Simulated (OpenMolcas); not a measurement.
# A workflow on BH2 (boron dihydride)

Wanted: the energy (ROHF/ANO-RCC-MB), then the energy (CASSCF(7,7)/ANO-RCC-VTZP), then the energy (CASPT2(7,7)/ANO-RCC-VTZP) of BH2 (boron dihydride). 

The calculation is run with OpenMolcas 26.06.

### 1 Starting point

BH2: 3 atoms, total charge 0, spin state doublet. SMILES: `[BH2]`. The shape is that of a GFN2-xTB optimisation.

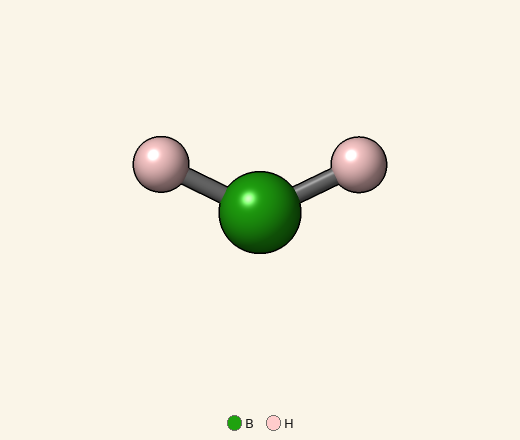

The structure, seen from a chosen angle (boron green, hydrogen pink).

### 2 A single-point energy at ROHF/ANO-RCC-MB (DKH2) (run 1)

Contents of coord.xyz:

```xyz
3

B      0.262840    -0.166230     0.128640
H      0.280020     0.985320     0.260980
H     -0.542860    -0.819090    -0.389630
```

Contents of step1.inp:

```
* BH2 Hartree-Fock

&GATEWAY
 Coord = coord.xyz
 Basis = ANO-RCC-MB
 Group = NoSym

&SEWARD

&SCF
 UHF
 Spin = 2
 PrOrbitals = 0

&RASSCF
 FileOrb = $Project.UnaOrb
 Spin = 2
 Nactel = 1 0 0
 Inactive = 3
 Ras2 = 1
 OutOrbitals = Canonical
 OrbListing = Nothing
```

Run with:

```console
$ export MOLCAS_MEM=1860
$ pymolcas step1.inp > step1.log
```

Log:

```text
--- Start Module: gateway ---
[...]
--- Stop Module: gateway /rc=_RC_ALL_IS_WELL_ ---
[...]
      Basis functions            7
[...]
--- Start Module: scf ---
[...]
       Convergence after   9 Iterations
[...]
::    Total SCF energy                                -25.7200602407
[...]
      Total spin, S                                     0.5007915576
[...]
--- Stop Module: scf /rc=_RC_ALL_IS_WELL_ ---
--- Start Module: rasscf ---
[...]
      Number of active orbitals                  1
[...]
      Spin quantum number                      0.5
[...]
      Active orbitals                            1
[...]
      Number of CSFs                             1
[...]
      Number of root(s) required                 1
[...]
      Convergence after  6 iterations
[...]
      printout of CI-coefficients larger than  0.05 for root  1
      energy=     -25.719650
      conf/sym  1     Coeff  Weight
             1  u   1.00000 1.00000
      Natural orbitals and occupation numbers for root  1
      sym 1:   1.000000
      ************************************************************************************************************************
      *                                                    Final results                                                     *
[...]
::    RASSCF root number  1 Total energy:    -25.71965002
[...]
      Total electronic charge=    7.000000
      Total            charge=   -0.000000
[...]
      Dipole Moment (debye):
      Origin of the operator (angstrom)=    0.2018   -0.1276    0.0988
                   X=  2.4747E-03               Y= -1.5848E-03               Z=  1.2091E-03           Total=  3.1776E-03
      Quadrupole Moment (debye*angstrom):
[...]
--- Stop Module: rasscf /rc=_RC_ALL_IS_WELL_ ---
[...]
```

Wall time 3.3 s (1 thread of Intel Xeon Platinum 8375C at 2.90GHz (Ice Lake), shared host); peak memory 0.37 GiB.

### 3 The energy at CASSCF(7,7)/ANO-RCC-VTZP (DKH2) (run 2)

coord.xyz is that of step 2.

Contents of step2.input:

```
* BH2 CASSCF

&GATEWAY
 Coord=coord.xyz
 Basis=ANO-RCC-MB
 Group=NoSym

&SEWARD

&RASSCF
 FileOrb=$CurrDir/step1.RasOrb
 Spin=2
 Nactel=7 0 0
 Inactive=0
 Ras2=7
 OrbListing=Nothing
>>> COPY $Project.RunFile RUNFIL1
>>> COPY $Project.RasOrb INPORB

&GATEWAY
 Coord=coord.xyz
 Basis=ANO-RCC-VTZP
 Group=NoSym

&SEWARD
>>> COPY $Project.RunFile RUNFIL2

&EXPBAS

&RASSCF
 FileOrb=$Project.ExpOrb
 Spin=2
 Nactel=7 0 0
 Inactive=0
 Ras2=7
 OrbListing=Nothing
 OrbAppear=Compact
```

Run with:

```console
$ export MOLCAS_MEM=1860
$ pymolcas step2.input > step2.log
```

Log:

```text
[...]
      Basis functions            7
[...]
      Number of active orbitals                  7
[...]
      Spin quantum number                      0.5
[...]
      Active orbitals                            7
[...]
      Number of CSFs                           784
[...]
      Number of root(s) required                 1
[...]
      Convergence after  4 iterations
[...]
      printout of CI-coefficients larger than  0.05 for root  1
      energy=     -25.750477
      conf/sym  1111111     Coeff  Weight
             1  222u000  -0.98812 0.97638
            62  2u20200  -0.05131 0.00263
            83  220u020  -0.05245 0.00275
            88  220u002  -0.05011 0.00251
            96  2udu0ud   0.05844 0.00342
           107  202u200  -0.05987 0.00358
      Natural orbitals and occupation numbers for root  1
      sym 1:   1.999980   1.977359   1.980504   0.997445   0.012947   0.017747   0.014019
      ************************************************************************************************************************
      *                                                    Final results                                                     *
[...]
::    RASSCF root number  1 Total energy:    -25.75047742
[...]
      Basis functions           58
[...]
      Convergence after 27 iterations
[...]
      Natural orbitals and occupation numbers for root  1
      sym 1:   1.999972   1.984151   1.973797   1.000096   0.010725   0.017169   0.014090
      ************************************************************************************************************************
      *                                                    Final results                                                     *
[...]
::    RASSCF root number  1 Total energy:    -25.80299346
[...]
      Total electronic charge=    7.000000
      Total            charge=   -0.000000
[...]
```

Wall time 9 s (1 thread of Intel Xeon Platinum 8375C at 2.90GHz (Ice Lake), shared host); peak memory 0.41 GiB.

### 4 A single-point energy at CASPT2(7,7)/ANO-RCC-VTZP (DKH2, ipea shift 0.25 Eh, pt2 variant SS) (run 3)

coord.xyz is that of step 3.

Contents of step3.inp:

```
&GATEWAY
  Coord=coord.xyz
  Basis=ANO-RCC-VTZP
  Group=NoSym

&SEWARD

&RASSCF
  FileOrb=$CurrDir/step2.RasOrb
  Spin=2
  Nactel=7 0 0
  Inactive=0
  Ras2=7
  OrbListing=Nothing
  OrbAppear=Compact

&CASPT2
  Imaginary=0.2
```

Run with:

```console
$ export MOLCAS_MEM=1860
$ pymolcas step3.inp > step3.log
```

Log:

```text
--- Start Module: gateway ---
[...]
--- Stop Module: gateway /rc=_RC_ALL_IS_WELL_ ---
[...]
      Basis functions           58
[...]
--- Start Module: rasscf ---
[...]
      Number of active orbitals                  7
[...]
      Spin quantum number                      0.5
[...]
      Active orbitals                            7
[...]
      Number of CSFs                           784
[...]
      Number of root(s) required                 1
[...]
      Convergence after  4 iterations
[...]
      printout of CI-coefficients larger than  0.05 for root  1
      energy=     -25.802993
      conf/sym  1111111     Coeff  Weight
             1  222u000  -0.98910 0.97832
            80  220u200  -0.06940 0.00482
            88  220u002  -0.05264 0.00277
           110  202u020  -0.05847 0.00342
      Natural orbitals and occupation numbers for root  1
      sym 1:   1.999972   1.984151   1.973799   1.000096   0.010725   0.017169   0.014089
      ************************************************************************************************************************
      *                                                    Final results                                                     *
[...]
::    RASSCF root number  1 Total energy:    -25.80299346
[...]
      Total electronic charge=    7.000000
      Total            charge=   -0.000000
[...]
      Dipole Moment (debye):
      Origin of the operator (angstrom)=    0.2018   -0.1276    0.0988
                   X= -3.7037E-01               Y=  2.6938E-01               Z= -1.7753E-01           Total=  4.9118E-01
      Quadrupole Moment (debye*angstrom):
[...]
--- Stop Module: rasscf /rc=_RC_ALL_IS_WELL_ ---
[...]
      E2 (Variational):          -0.0856504474
      Total energy:             -25.8886439067
[...]
      Reference weight:           0.97929
[...]
::    CASPT2 Root  1     Total energy:    -25.88864391
[...]
```

Run time: 4.5 s. Hardware: 1 thread of Intel Xeon Platinum 8375C at 2.90GHz (Ice Lake), shared host; peak memory 0.41 GiB.

### 5 Outcome

| quantity | value |
| --- | --- |
| run 1, ROHF/ANO-RCC-MB: total energy | -25.71965 Eh |
| run 1, ROHF/ANO-RCC-MB: dipole moment | 0.00 D |
| run 2, CASSCF(7,7)/ANO-RCC-VTZP: total energy | -25.80299 Eh |
| run 2, CASSCF(7,7)/ANO-RCC-VTZP: dipole moment (CASSCF density) | 0.49 D |
| run 3, CASPT2(7,7)/ANO-RCC-VTZP: total energy | -25.88864 Eh |
| run 3, CASPT2(7,7)/ANO-RCC-VTZP: dipole moment (CASSCF density) | 0.49 D |

What this shows: Mulliken charges (run 2, CASSCF(7,7)/ANO-RCC-VTZP) run from -0.23 on B1 to +0.12 on H3; they depend strongly on the basis.
